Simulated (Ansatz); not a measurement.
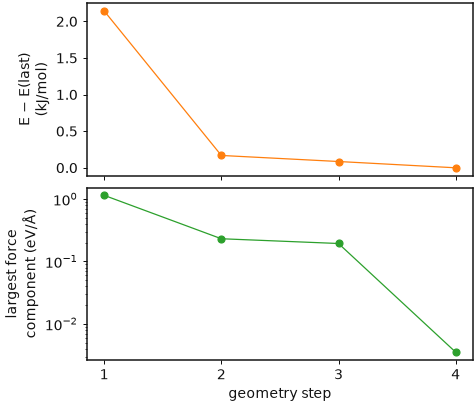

History of a geometry optimisation.

The run: NH3, by RKS PBE0-D4/def2-TZVP (Ansatz 0.2.0).

Question: How did it end, and what did it gain?

Answer: The optimisation met its thresholds at geometry 4, counting the start as the first. The energy fell by about 2.1 kJ/mol from the first step to the last. The largest force component goes from about 1.1 eV/Å at the start to 4 × 10⁻³ eV/Å at the end.
